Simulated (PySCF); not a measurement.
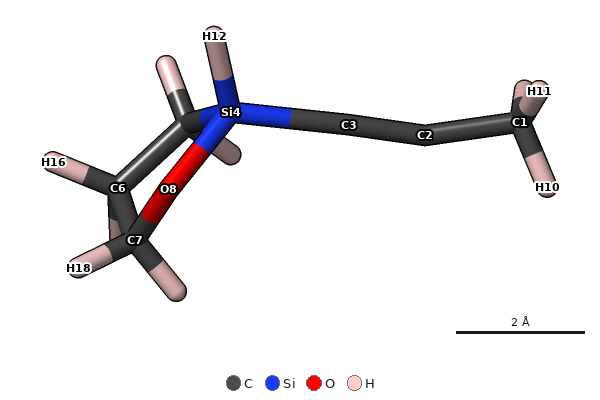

Fig. 1: The structure (stick view, seen at a tilt; atoms are numbered from 1 in the order of the input). Bond lengths as drawn: C–C 1.22 to 1.55 Å, C–H 1.04 to 1.16 Å, C–O 1.36 Å, C–Si 1.87 Å, H–Si 1.45 Å and O–Si 1.68 Å.

## C6H10OSi: NMR shielding calculation

The run: NMR shielding calculation of C6H10OSi. Method and program: GIAO PBE0/pcSseg-1 NMR shielding, non-relativistic, gas phase (PySCF 2.14.0).

The geometry comes from this level: GFN2-xTB, MD frame at 250 fs, 400 K. It belongs to a series of runs on one base structure; here: MD frame at 250 fs, 400 K. Figures and captions count atoms from 1; the log counts them from 0 in places.

### Log
```
coarse grid: 15432 points
cycle   1  E = -598.6153656181  dE =  1.093e+00  |g| = 7.485e-01  |ddm| = 3.930e+00
cycle   2  E = -598.4948874405  dE =  1.205e-01  |g| = 1.094e+00  |ddm| = 1.815e+00
cycle   3  E = -598.7262508932  dE = -2.314e-01  |g| = 1.615e-01  |ddm| = 1.223e+00
cycle   4  E = -598.7313891392  dE = -5.138e-03  |g| = 6.374e-02  |ddm| = 1.975e-01
cycle   5  E = -598.7320699954  dE = -6.809e-04  |g| = 3.853e-02  |ddm| = 7.187e-02
cycle   6  E = -598.7324240102  dE = -3.540e-04  |g| = 5.470e-03  |ddm| = 3.136e-02
cycle   7  E = -598.7324304125  dE = -6.402e-06  |g| = 1.540e-03  |ddm| = 5.598e-03
final grid: 144104 points
cycle   8  E = -598.7920030753  dE = -2.881e-05  |g| = 1.124e-02  |ddm| = 2.874e-02
cycle   9  E = -598.7919782959  dE =  2.478e-05  |g| = 1.597e-02  |ddm| = 2.001e-02
cycle  10  E = -598.7920295683  dE = -5.127e-05  |g| = 1.510e-03  |ddm| = 1.225e-02
cycle  11  E = -598.7920300298  dE = -4.616e-07  |g| = 2.117e-04  |ddm| = 1.473e-03
cycle  12  E = -598.7920300384  dE = -8.510e-09  |g| = 7.885e-05  |ddm| = 2.762e-04
cycle  13  E = -598.7920300399  dE = -1.507e-09  |g| = 2.011e-05  |ddm| = 1.047e-04
cycle  14  E = -598.7920300399  dE = -8.492e-11  |g| = 9.104e-06  |ddm| = 2.497e-05
```

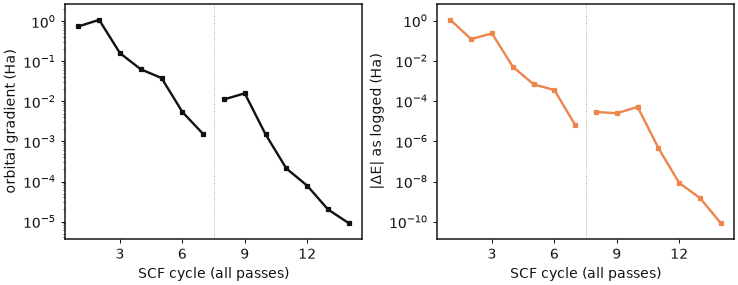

Fig. 2: Convergence of the self-consistent field: orbital gradient and size of the energy change against the SCF cycle. The dotted line marks the change from a coarse to the final integration grid. The first 7 cycles use a coarse grid, the final grid takes over at cycle 8, and the field converges after 14 cycles in all.

```
converged SCF energy = -598.7920300399

GIAO shielding tensors (ppm)
atom      isotropic    diamagn.    paramagn.     s11        s22        s33       span
  0 C      178.019     255.133     -77.114    162.585    178.193    193.279     30.694
  1 C       68.091     272.446    -204.356    -37.879    -12.152    254.303    292.182
  2 C       89.513     267.239    -177.725    -12.344     10.817    270.067    282.411
  3 Si     360.171     881.145    -520.974    286.973    355.105    438.435    151.463
  4 C      178.336     254.092     -75.756    159.960    179.691    195.356     35.396
  5 C      152.679     249.320     -96.640    128.714    159.032    170.292     41.578
  6 C      123.934     245.480    -121.546     84.746    119.014    168.043     83.297
  7 O      278.561     397.354    -118.793    202.826    292.839    340.019    137.193
  8 H       28.689      28.650       0.039     22.384     28.637     35.045     12.661
  9 H       29.483      28.409       1.073     24.345     27.903     36.200     11.854
 10 H       29.853      29.037       0.816     25.064     28.649     35.845     10.781
 11 H       26.732      29.568      -2.836     22.750     25.104     32.342      9.592
 12 H       29.894      34.152      -4.258     23.929     28.772     36.979     13.050
 13 H       31.033      31.657      -0.624     26.095     28.726     38.279     12.184
 14 H       28.404      28.821      -0.417     24.018     26.044     35.150     11.132
 15 H       29.507      28.981       0.525     23.980     27.608     36.932     12.952
 16 H       28.989      33.370      -4.381     23.606     27.794     35.567     11.961
 17 H       28.013      29.044      -1.032     22.885     27.081     34.072     11.187
```

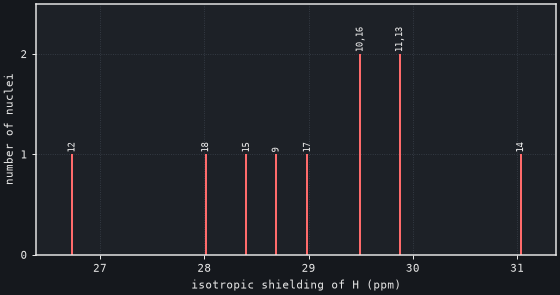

Fig. 3: Isotropic shieldings of the hydrogen nuclei in this fixed geometry, labelled by atom number; shielding grows to the right, so chemical shift grows to the left. The least shielded is H12 (26.7 ppm), the most shielded H14 (31.0 ppm).

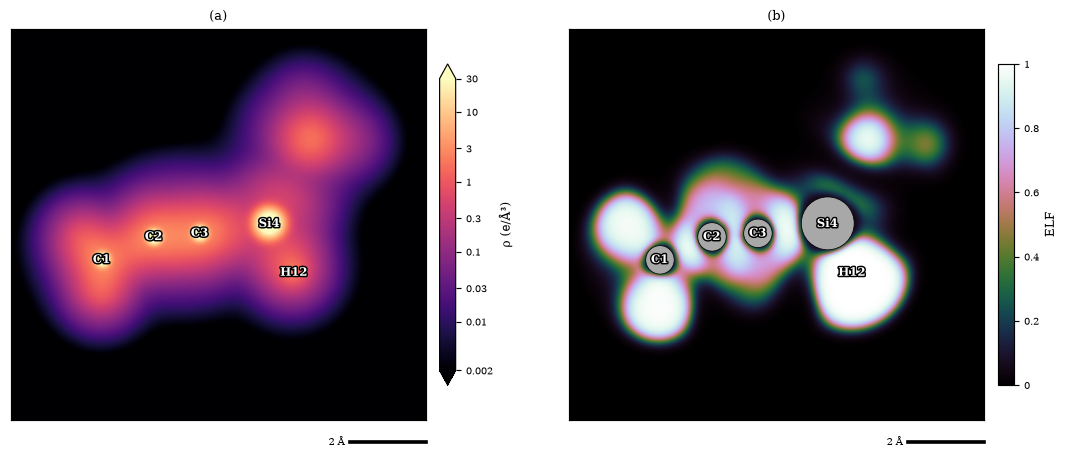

Fig. 4: (a) total electron density; (b) ELF on the plane of atoms C3, Si4 and H12. Grey discs, where drawn, cover atomic cores. Si–H (1.45 Å): ρ at the midpoint is about 0.84 e/Å³; the ELF climbs to about 1 towards the hydrogen, as it does in any bond to H.

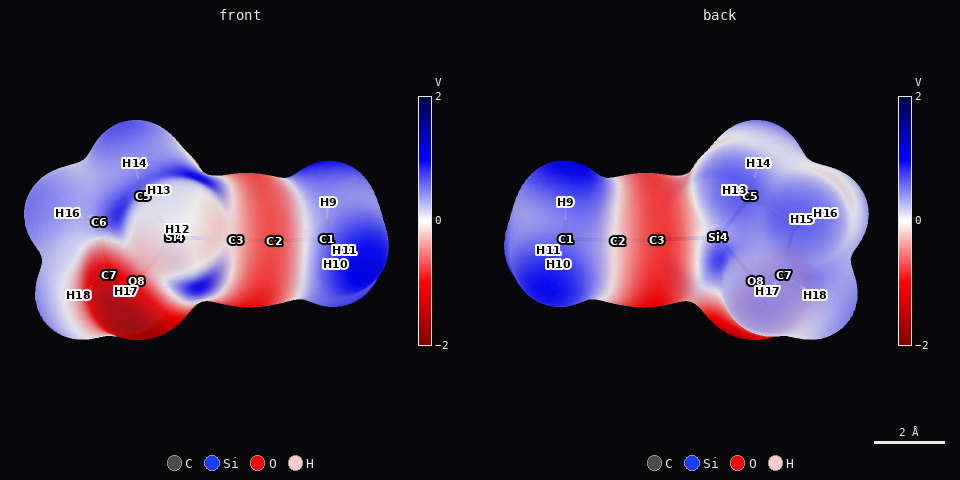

Fig. 5: The molecular electrostatic potential painted on the density surface at 0.002 e/bohr³, seen face on and from behind; the colour scale runs from red (negative) to blue (positive). Its dipole moment is 1.90 D.

This output came from the following input.

### Input
```
{"job": {"kind": "nmr", "xc": "PBE0", "basis": "pcSseg-1", "pop": false}, "charge": 0, "multiplicity": 1}
C      3.974700     0.226700     0.614600
C      2.518800    -0.056100     0.359000
C      1.411800    -0.560300     0.446700
Si    -0.332900    -1.214300     0.539600
C     -1.442100     0.284000     0.647500
C     -2.484500     0.076700    -0.415300
C     -1.893500    -0.928500    -1.434800
O     -1.115400    -1.840800    -0.802400
H      3.789500     1.074500     1.277900
H      4.378200     0.521400    -0.373800
H      4.506500    -0.626700     0.951400
H     -0.366600    -2.248900     1.556100
H     -0.997800     1.241200     0.323600
H     -1.888200     0.470000     1.606500
H     -2.686000     1.036800    -1.030300
H     -3.444600    -0.334100    -0.063600
H     -1.304600    -0.490600    -2.174100
H     -2.638600    -1.479700    -1.971300
```

The first line tells a small driver script what to run in PySCF; the rest is the geometry in Å.

Launched with:
```bash
OMP_NUM_THREADS=1 python <driver script> task.json out
```

### Key numbers

| quantity | value |
| --- | --- |
| outcome | converged |
| total energy | −598.792030 hartree |
| HOMO | −7.49 eV |
| LUMO | −0.11 eV |
| dipole moment | 1.90 D |
| isotropic shielding, C | 68.1 to 178.3 ppm |
| isotropic shielding, Si | 360.2 ppm |
| isotropic shielding, O | 278.6 ppm |
| isotropic shielding, H | 26.7 to 31.0 ppm |
| hardware | 1 CPU thread, shared host |
| wall time | 98 s |
| peak memory | 0.85 GiB |
